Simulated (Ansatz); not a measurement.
# CH4BFOS: the cost of one run

All numbers are computed with the Python package of Ansatz 0.2.0. The levels of theory stand in the script.

**1. The system**

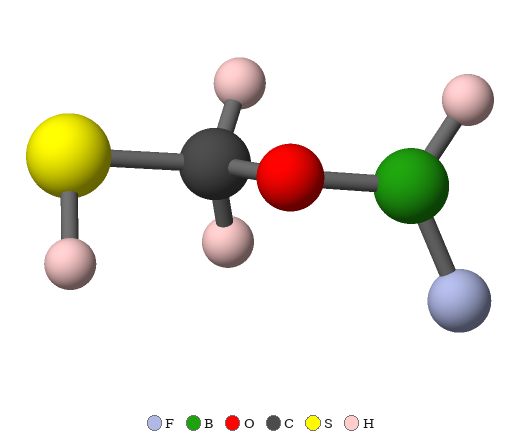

The starting structure, viewed from a chosen angle; fluorine light blue, boron green, oxygen red, carbon dark grey, sulfur yellow, hydrogen pink.

The script holds or builds the structure itself.

**2. Script**

ch4bfos.py

```python
'''CH4BFOS at several levels of theory.'''

from dataclasses import dataclass
from pathlib import Path

import ansatz as az
from ase import Atoms
import numpy as np


@dataclass(frozen=True)
class Options:
    basis_set: str = 'def2-SVP'


cfg = Options()

atoms = Atoms(['F', 'B', 'O', 'C', 'S', 'H', 'H', 'H', 'H'], positions=[
    (-2.1097, -1.2954, 0.5324),
    (-1.5885, 0.0683, 0.4113),
    (-0.5318, 0.3286, -0.5621),
    (0.807, 0.1329, 0.0987),
    (2.079, 0.4276, -1.0952),
    (-2.0144, 0.9709, 1.0669),
    (0.863, -0.9266, 0.4653),
    (0.904, 0.8485, 0.9457),
    (1.6798, -0.6011, -1.8801),
])
system = az.Crystal.molecule_from_ase(atoms)

base = system.calculation().basis(gaussian=cfg.basis_set)

print('functional    E (Ha)        dipole (D)   HOMO (eV)  LUMO (eV)')
for name in ['lda', 'blyp', 'pbe0', 'lc_wpbe', 'cam_b3lyp', 'hse06']:
    r = base.functional(name).forces().orbitals().run(runs_dir='runs').report
    lines = Path(r['orbitals_path']).read_text().splitlines()
    field_of = lambda key: [line.split('=')[1].strip() for line in lines if line.startswith(key)]
    orbitals = [(27.211386 * float(e), s, float(n)) for e, s, n in zip(field_of('Ene='), field_of('Spin='), field_of('Occup='))]
    homo = max(e for e, _, n in orbitals if n > 0.5)
    lumo = min(e for e, _, n in orbitals if n < 0.5)
    dipole = 4.803205 * np.linalg.norm(r['charge_distribution']['dipole_moment_e_ang'])
    print(f'{name:10s} {r["free_energy_ev"] / 27.211386246:14.6f} {dipole:9.3f} {homo:11.3f} {lumo:10.3f}')
```

**3. The run**

Run with:

```bash
$ python ch4bfos.py
```

**Question.** How long does this script take on 1 thread of Arm Neoverse V2, shared host, and how much memory does it need?

About 18 s, with a peak of 0.27 GiB.
